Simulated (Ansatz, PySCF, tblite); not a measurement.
Potential energy curve for MgO, singlet.

UMP2/3-21G = unrestricted MP2 (frozen core)/3-21G (PySCF 2.14.0); GFN2-xTB, 300 K electronic temperature (tblite); UKS-PBE = unrestricted PBE/cc-pVTZ (PySCF); UCCSD = CCSD on UHF/cc-pVTZ, frozen core run with Ansatz (an electronic-structure program); RHF/3-21G = PySCF 2.14.0 with restricted Hartree-Fock/3-21G.

Energies are in eV, each relative to the lowest point of its own curve near equilibrium.

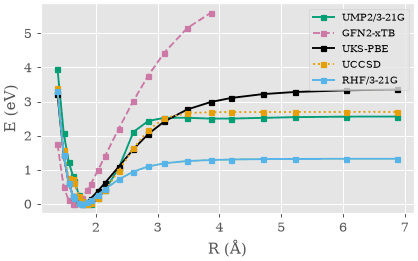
Figure. Energy against bond length for each method.

| R / Å | UMP2/3-21G | GFN2-xTB | UKS-PBE | UCCSD | RHF/3-21G |
|---|---|---|---|---|---|
| 1.38 | 3.946 | 1.749 | 3.209 | 3.393 | 3.322 |
| 1.48 | 2.092 | 0.507 | 1.427 | 1.583 | 1.443 |
| 1.56 | 1.236 | 0.106 | 0.625 | 0.759 | 0.622 |
| 1.63 | 0.821 | 0.001 | 0.235 | 0.739 | 0.235 |
| 1.65 | 0.673 | 0.000 | 0.164 | 0.602 | 0.166 |
| 1.73 | 0.252 | 0.082 | 0.015 | 0.219 | 0.018 |
| 1.78 | 0.103 | 0.184 | 0.000 | 0.087 | 0.000 |
| 1.86 | 0.000 | 0.398 | 0.063 | 0.000 | 0.042 |
| 1.92 | 0.005 | 0.586 | 0.156 | 0.010 | 0.107 |
| 2.04 | 0.158 | 0.998 | 0.390 | 0.161 | 0.273 |
| 2.15 | 0.407 | 1.398 | 0.615 | 0.392 | 0.433 |
| 2.37 | 1.046 | 2.201 | 1.086 | 0.972 | 0.717 |
| 2.61 | 2.110 | 3.027 | 1.606 | 1.630 | 0.946 |
| 2.85 | 2.430 | 3.762 | 2.050 | 2.160 | 1.096 |
| 3.11 | 2.522 | 4.436 | 2.417 | 2.515 | 1.191 |
| 3.48 | 2.523 | 5.154 | 2.767 | 2.662 | 1.255 |
| 3.86 | 2.500 | 5.600 | 2.985 | 2.687 | 1.285 |
| 4.19 | 2.501 | — | 3.105 | 2.692 | 1.300 |
| 4.70 | 2.521 | — | 3.217 | 2.692 | 1.312 |
| 5.22 | 2.543 | — | 3.280 | 2.694 | 1.318 |
| 6.05 | 2.557 | — | 3.329 | 2.696 | 1.320 |
| 6.88 | 2.560 | — | 3.353 | 2.699 | 1.321 |

At the longest distance, 6.88 Å, UKS-PBE lies highest above its minimum (3.353 eV) and RHF/3-21G lowest (1.321 eV).

Dashes: no converged value, or the column stops at the first point that the program doubted or that broke a chosen test of continuity, which isn't proof of a fault.

The unrestricted determinant behind UMP2/3-21G, UCCSD is spin-contaminated at 1.38 to 6.88 Å (<S²> up to 1.2, against 0.00 for a pure singlet). The unrestricted determinant behind UKS-PBE is spin-contaminated at 1.38 to 6.88 Å (<S²> up to 1.0, against 0.00 for a pure singlet). At the longest distance UKS-PBE leaves fractional charges on the fragments, a sign of delocalisation error or of the restricted form. The restricted form behind RHF/3-21G keeps the bonding electrons paired and can't separate into open-shell fragments.
